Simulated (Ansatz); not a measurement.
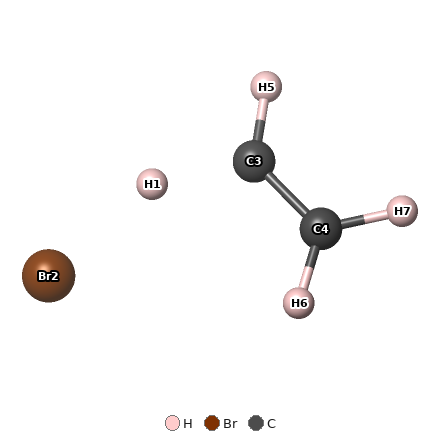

The system is the reacting system C₂H₄Br (fragments BrH + C₂H₃ where the first distance is long, C₂H₄Br where the second is long), spin multiplicity 2; the picture shows the reference structure. First axis: distance H1–C3 (bond that forms). Second axis: distance H1–Br2 (bond that breaks). Relaxed at each point: all other coordinates. The grid has 8 × 8 points. Points are written as (first, second). All energies are given in kcal/mol relative to a guessed transition structure relaxed with its forming and breaking bonds held. Energies and slopes of some neighbouring points disagree (a jump in structure or state, or too coarse a mesh). These are results of UKS PBE0-D4/def2-SVP (Ansatz 0.2.0), not measurements.

Its coordinates:

```tsv
atom	x (Å)	y (Å)	z (Å)
H	-0.7982	-0.8858	-0.5561
Br	-0.0731	-2.5663	-1.3481
C	-0.3920	0.4024	-0.2528
C	0.4628	0.5784	0.7382
H	-0.8537	1.1409	-0.9131
H	0.8971	-0.2600	1.2899
H	0.7570	1.5903	1.0420
```

Range: distance H1–C3 (bond that forms) from 0.963 to 2.163 Å; distance H1–Br2 (bond that breaks) from 1.359 to 3.159 Å.

Predict the map.

Answer. The lowest grid point is at (1.068 Å, 2.541 Å), −28.7 kcal/mol from a guessed transition structure relaxed with its forming and breaking bonds held. The energy also falls towards the edge at (1.068 Å, 3.159 Å) (0.18 kcal/mol above the lowest), where a further well may lie outside the range. The highest grid point, (2.163 Å, 2.253 Å), lies 85.9 kcal/mol above the lowest.

| second ↓, first → | 0.963 | 1.068 | 1.214 | 1.379 | 1.559 | 1.751 | 1.953 | 2.163 |
| --- | --- | --- | --- | --- | --- | --- | --- | --- |
| 3.159 | −20.0 | −28.5 | −18.8 | −3.4 | 13.4 | 19.6 | 20.0 | 18.3 |
| 2.844 | −15.1 | −24.1 | −21.7 | −9.3 | 5.8 | 16.2 | 18.8 | 18.2 |
| 2.541 | −19.2 | −28.7 | −24.7 | −9.6 | 7.0 | 17.7 | 20.0 | 19.2 |
| 2.253 | −18.1 | −25.5 | −19.2 | 0.7 | 18.3 | 35.0 | 48.0 | 57.2 |
| 1.983 | −6.6 | −12.3 | −11.0 | −0.5 | 12.8 | 24.8 | 33.8 | 39.9 |
| 1.735 | 7.6 | −5.8 | −8.7 | −3.1 | 5.1 | 12.1 | 17.2 | 20.5 |
| 1.517 | 25.8 | 8.5 | 0.1 | −0.3 | 1.9 | 4.2 | 6.0 | 7.3 |
| 1.359 | 54.2 | 32.7 | 18.5 | 12.3 | 9.6 | 8.5 | 8.0 | 8.0 |

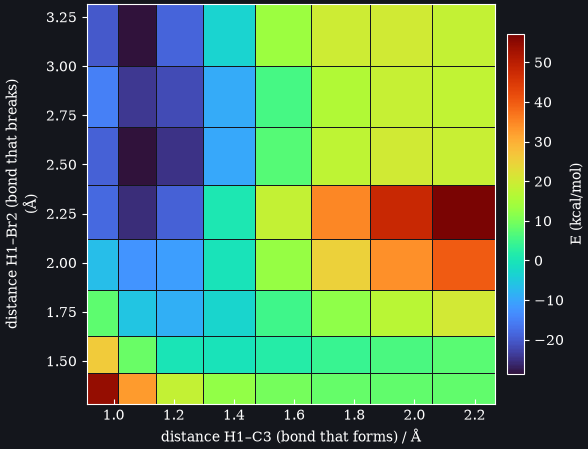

In the figure: one coloured cell a grid point.

Each point was launched as `ansatz run input.yaml --threads 1 --pin off --max-ram 2560MiB --backend cpu --events-out ev --progress --plain --runs-dir out`. Time for the 64 points that were run: 44 min on 1 thread of Arm Neoverse V1, on a shared host.
